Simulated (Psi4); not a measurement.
**GaF (SMILES [F][Ga]): HF/3-21G**

What is the vertical ionisation energy of GaF at HF/3-21G? 

Program for the calculation: Psi4 1.11.

7 further runs of the same task are left out: 6 that didn't finish, 1 set aside as unsound or not needed.

## (1) The structure to begin with

GaF: 2 atoms, total charge 0, spin state singlet. As SMILES, `[F][Ga]`. Geometry: relaxed at PBE0-D4/def2-TZVP.

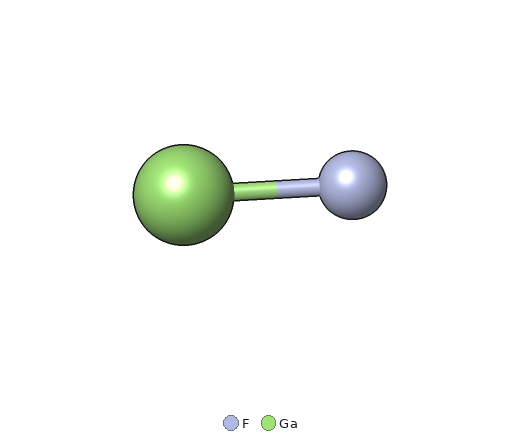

The structure, seen from a chosen angle (fluorine light blue, gallium green).

## (2) The energy at HF/3-21G

The input, input.json:

```json
{
 "schema_name": "qcschema_input",
 "schema_version": 1,
 "molecule": {
  "schema_name": "qcschema_molecule",
  "schema_version": 2,
  "symbols": ["F", "Ga"],
  "geometry": [0.0, 0.0, 0.01190527, 0.0, 0.0, 3.38799548],
  "molecular_charge": 0,
  "molecular_multiplicity": 1,
  "fix_symmetry": "c1",
  "fix_com": true,
  "fix_orientation": true
 },
 "driver": "energy",
 "model": {
  "method": "hf",
  "basis": "3-21G"
 },
 "keywords": {
  "reference": "rhf",
  "puream": true,
  "e_convergence": 1e-09,
  "d_convergence": 1e-08,
  "scf_type": "pk",
  "scf_properties": ["MAYER_INDICES", "WIBERG_LOWDIN_INDICES", "LOWDIN_CHARGES"]
 }
}
```

Started as:

```console
psi4 --qcschema input.json -n 1 --memory 2200MB
```

stdout (excerpt; [...] marks lines left out):

```text
[...]
  Running in c1 symmetry.
[...]
  Nuclear repulsion =   82.639971874448236
[...]
  Multiplicity = 1
[...]
  Nalpha       = 20
  Nbeta        = 20
[...]
    Number of basis functions: 31
[...]
   @RHF iter   1: -2012.60323387451308   -5.00337e+00   1.84830e-02 DIIS/ADIIS
[...]
   @RHF iter  10: -2012.79139882437130    6.82121e-13   1.75875e-09 DIIS
[...]
    Orbital Energies [Eh]
    ---------------------
    Doubly Occupied:
       1A   -376.387288     2A    -47.919545     3A    -42.177034
       4A    -42.177034     5A    -42.175774     6A    -26.048733
       7A     -6.323509     8A     -4.397882     9A     -4.397882
      10A     -4.392207    11A     -1.458182    12A     -1.081920
      13A     -1.081920    14A     -1.076122    15A     -1.076122
      16A     -1.072011    17A     -0.587517    18A     -0.536006
      19A     -0.536006    20A     -0.344919
[...]
  @RHF Final Energy: -2012.79139882437130
   => Energetics <=
    Nuclear Repulsion Energy =             82.6399718744482357
    One-Electron Energy =               -2980.3675141279250056
    Two-Electron Energy =                 884.9361434291056412
    Total Energy =                      -2012.7913988243710719
[...]
 Multipole Moments:
 ------------------------------------------------------------------------------------
     Multipole            Electronic (a.u.)      Nuclear  (a.u.)        Total (a.u.)
 ------------------------------------------------------------------------------------
 L = 1.  Multiply by 2.5417464519 to convert [e a0] to [Debye]
 Dipole X            :          0.0000000            0.0000000            0.0000000
 Dipole Y            :          0.0000000            0.0000000            0.0000000
 Dipole Z            :       -104.4613337          105.1350073            0.6736736
 Magnitude           :                                                    0.6736736
[...]
```

The result, in JSON:

```text
{
 "driver": "energy",
 "model": {
  "method": "hf",
  "basis": "3-21G"
 },
 "success": true,
 "return_result": -2012.7913988243713,
 "properties": {
  "calcinfo_nbasis": 31,
  "calcinfo_nmo": 31,
  "calcinfo_nalpha": 20,
  "calcinfo_nbeta": 20,
  "calcinfo_natom": 2,
  "nuclear_repulsion_energy": 82.63997187444824,
  "return_energy": -2012.7913988243713,
  "scf_one_electron_energy": -2980.367514127925,
  "scf_two_electron_energy": 884.9361434291056,
  "scf_dipole_moment": [2.7194216027451432e-14, 1.938591962779756e-14, 0.6736735855306222],
  "scf_total_energy": -2012.7913988243713,
  "scf_iterations": 10
 }
}
```

It took 3.9 s on 1 thread of Intel Xeon at 2.50GHz (Skylake/Cascade Lake), shared host; peak memory 0.2 GiB.

## (3) The doublet cation: energy and gradient at UHF/3-21G

The input, job.inp:

```
memory 2200 MB

molecule {
  1 2
  F      0.000000     0.000000     0.006300
  Ga     0.000000     0.000000     1.792850
  units angstrom
  symmetry c1
  no_reorient
  no_com
}

set {
  reference     uhf
  puream        true
  e_convergence 1e-09
  d_convergence 1e-08
  scf_type      pk
  maxiter       100
}

e_tot, wfn = gradient('hf/3-21G', return_wfn=True)
oeprop(wfn, 'MULLIKEN_CHARGES', 'WIBERG_LOWDIN_INDICES', 'DIPOLE')
```

Started as:

```console
psi4 -i job.inp -o job.out -n 1
```

job.out (excerpt; [...] marks lines left out):

```text
[...]
  Running in c1 symmetry.
[...]
  Nuclear repulsion =   82.639971888237099
[...]
  Multiplicity = 2
[...]
  Nalpha       = 20
  Nbeta        = 19
[...]
    Number of basis functions: 31
[...]
   @UHF iter   1: -2012.32461714540887   -4.72475e+00   1.90528e-02 ADIIS/DIIS
[...]
   @UHF iter  13: -2012.46570384742517   -3.18323e-12   3.30226e-09 DIIS
[...]
   @S^2 Observed:                7.680134937E-01
[...]
  @UHF Final Energy: -2012.46570384742517
   => Energetics <=
    Nuclear Repulsion Energy =             82.6399718882370991
    One-Electron Energy =               -2966.6760264599847687
    Two-Electron Energy =                 871.5703507243225658
    Total Energy =                      -2012.4657038474251749
  UHF NO Occupations:
  HONO-2 :   18  A 1.9999180
  HONO-1 :   19  A 1.9911390
[...]
  -Total Gradient:
     Atom            X                  Y                   Z
    ------   -----------------  -----------------  -----------------
       1        0.000000000000    -0.000000000000    -0.064547777051
       2       -0.000000000000     0.000000000000     0.064547777213
[...]
 Multipole Moments:
 ------------------------------------------------------------------------------------
     Multipole            Electronic (a.u.)      Nuclear  (a.u.)        Total (a.u.)
 ------------------------------------------------------------------------------------
 L = 1.  Multiply by 2.5417464519 to convert [e a0] to [Debye]
 Dipole X            :          0.0000000            0.0000000            0.0000000
 Dipole Y            :          0.0000000            0.0000000            0.0000000
 Dipole Z            :       -100.6821088          105.1350075            4.4528987
 Magnitude           :                                                    4.4528987
[...]
  Mulliken Charges: (a.u.)
   Center  Symbol    Alpha    Beta     Spin     Total
       1     F     4.80615  4.58536  0.22079 -0.39151
       2    GA    15.19385 14.41464  0.77921  1.39151
   Total alpha = 20.00000, Total beta = 19.00000, Total charge =  1.00000
  Wiberg Bond Indices using Orthogonal Lowdin Orbitals:
  Total Bond Index:
  Irrep: 1 Size: 2 x 2
                 1                   2
[...]
```

Run time: 3.9 s. Hardware: 1 thread of Intel Xeon at 2.50GHz (Skylake/Cascade Lake), shared host; peak memory 0.2 GiB.

## (4) What came out

At HF/3-21G:

| quantity | value |
| --- | --- |
| singlet GaF: total energy | -2012.79140 Eh |
| singlet GaF: dipole moment | 1.71 D |
| singlet GaF: HOMO energy | -9.39 eV |
| singlet GaF: LUMO energy | 1.27 eV |
| singlet GaF: HOMO–LUMO gap | 10.66 eV |
| doublet cation: total energy | -2012.46570 Eh |
| doublet cation: HOMO energy (highest over α and β) | -18.95 eV |
| doublet cation: LUMO energy (lowest over α and β) | -8.38 eV |
| doublet cation: ⟨S²⟩ | 0.768 |
| doublet cation: largest force on an atom | 3.319 eV/Å |
| vertical ionisation energy (to the doublet cation) | 8.863 eV |

Removing an electron at fixed nuclei costs 8.86 eV (855 kJ/mol). −ε(HOMO) before ionisation, 9.39 eV, is 0.52 eV above this ionisation energy.
